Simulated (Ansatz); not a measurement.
## Fields on a plane of MgPd (CsCl type)

```
MgPd
1.0
    3.10383     0.00000     0.00000
    0.00000     3.10383     0.00000
    0.00000     0.00000     3.10383
Mg Pd
1 1
Direct
  0.00000   0.00000   0.00000
  0.50000   0.50000   0.50000
```

The slice is a {110} plane (indices of the conventional cell) through the point (0.500, 0.500, 0.500) (fractional), spanned by u = [100] and v = [011] in vectors of this cell: u (3.10 Å) and v (4.39 Å, at 90° to u). It covers one period; positions are fractions (u, v).

Atoms on it: Mg at (0.50, 0.50); Pd at (0.00, 0.00).

Calculation: LDA (plane waves to 420 eV, PAW, scalar-relativistic; Ansatz, a first-principles code). k mesh 15×15×15. These are valence fields of a PAW run, semicore shells included where kept as valence: close to a nucleus they are smooth pseudo fields. MgPd is run without spin polarisation. MgPd was relaxed with its symmetry unable to fall.

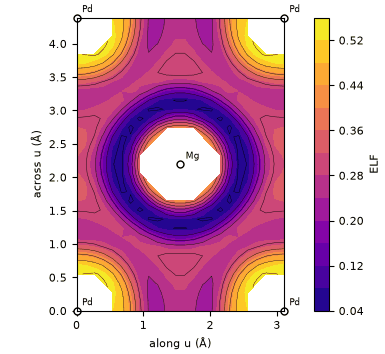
Figure: Electron localisation function (ELF), one period of the plane, atoms marked. Points within 0.5 Å of a nucleus are left white, as the pseudised field means little there.

| v \ u | 0.00 | 0.13 | 0.26 | 0.39 | 0.52 | 0.65 | 0.78 | 0.91 |
|---|---|---|---|---|---|---|---|---|
| 0.88 | 0.8 | 0.6 | -0.1 | -0.6 | -0.7 | -0.5 | 0.1 | 0.7 |
| 0.75 | -0.3 | -0.4 | -0.6 | -0.8 | -0.8 | -0.7 | -0.6 | -0.4 |
| 0.62 | -0.8 | -0.8 | -0.8 | 0.0 | 0.4 | -0.3 | -0.8 | -0.8 |
| 0.50 | -0.9 | -0.9 | -0.4 | 1.1 | 1.5 | 0.7 | -0.7 | -0.9 |
| 0.38 | -0.8 | -0.8 | -0.8 | 0.0 | 0.4 | -0.3 | -0.8 | -0.8 |
| 0.25 | -0.3 | -0.4 | -0.6 | -0.8 | -0.8 | -0.7 | -0.6 | -0.4 |
| 0.12 | 0.8 | 0.6 | -0.1 | -0.6 | -0.7 | -0.5 | 0.1 | 0.7 |
| 0.00 | 1.1 | 1.0 | 0.3 | -0.5 | -0.7 | -0.3 | 0.6 | 1.1 |

Values: log₁₀ of the valence density in e/Å³. The scale is logarithmic, as a density can span decades between atoms and voids.

The density on the Mg–Pd line (2.69 Å) at its density minimum, 1.0 Å from Mg is 0.17 e/Å³ and the ELF at that point is 0.08.
